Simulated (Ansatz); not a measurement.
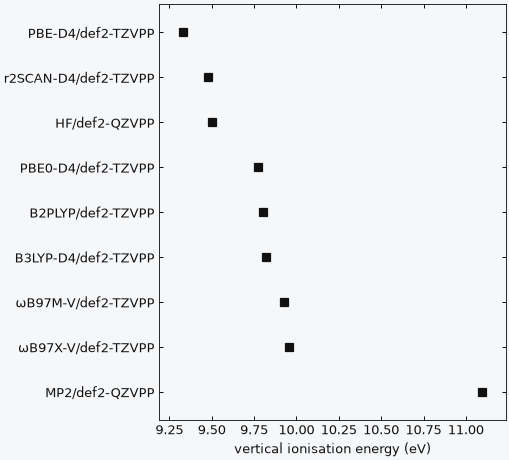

Vertical ionisation energy of C₂H₄O₂, SMILES C1OCO1, taken as the energy of the cation less that of the neutral at fixed geometry (unrestricted doublet cation, cores frozen in correlated methods, no spin-orbit coupling), the Ansatz code, at a PBE0-D4/def2-TZVP geometry (a minimum by its frequencies).

What range do the values span?

Answer. From 9.33 eV (PBE-D4/def2-TZVPP) to 11.10 eV (MP2/def2-QZVPP).

Give the values.

Answer.
```
               level     eV
   PBE-D4/def2-TZVPP   9.33
r2SCAN-D4/def2-TZVPP   9.48
       HF/def2-QZVPP   9.50
  PBE0-D4/def2-TZVPP   9.77
   B2PLYP/def2-TZVPP   9.80
 B3LYP-D4/def2-TZVPP   9.82
  ωB97M-V/def2-TZVPP   9.93
  ωB97X-V/def2-TZVPP   9.95
      MP2/def2-QZVPP  11.10
```
